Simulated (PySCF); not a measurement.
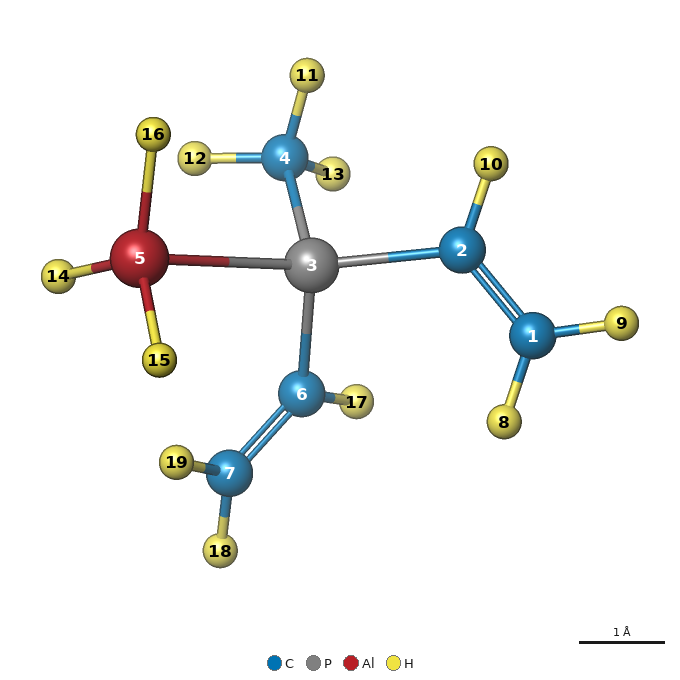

Orthographic view. Distant atoms are faded towards the background colour. Computed geometry: GFN2-xTB optimisation. No frequency run is at hand to confirm it as a minimum.

List the bonded neighbours of every atom.

C1: C2, H8, H9
C2: C1, P3, H10
P3: C2, C4, Al5, C6
C4: P3, H11, H12, H13
Al5: P3, H14, H15, H16
C6: P3, C7, H17
C7: C6, H18, H19
(terminal hydrogens appear only as neighbours)
